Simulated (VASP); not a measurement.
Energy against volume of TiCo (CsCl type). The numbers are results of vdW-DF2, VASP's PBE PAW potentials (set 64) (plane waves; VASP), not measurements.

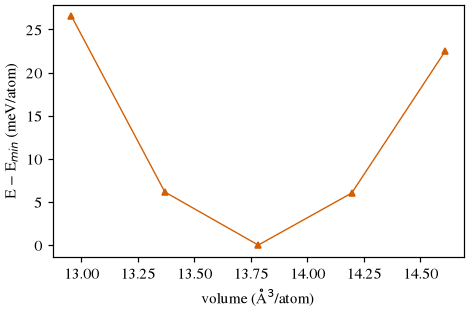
Fig. 1. Energy against volume

Estimate the equilibrium volume and the bulk modulus.

The minimum lies near 13.8 Å³/atom, and the curvature gives B0 of about 160 GPa.

Measured: bulk modulus 154 GPa (computed value off by +2.3 %), a 2.995 Å (computed value off by +0.8 %), as given by Yamada et al., (2019), arXiv:1910.09660. The calculation is for a static lattice, while the measured bulk modulus, a hold thermal and zero-point effects, which are part of the difference.

The compound is TiCo in the CsCl type structure. It was relaxed first. The run is not spin-polarised, so no magnetic state was tried.
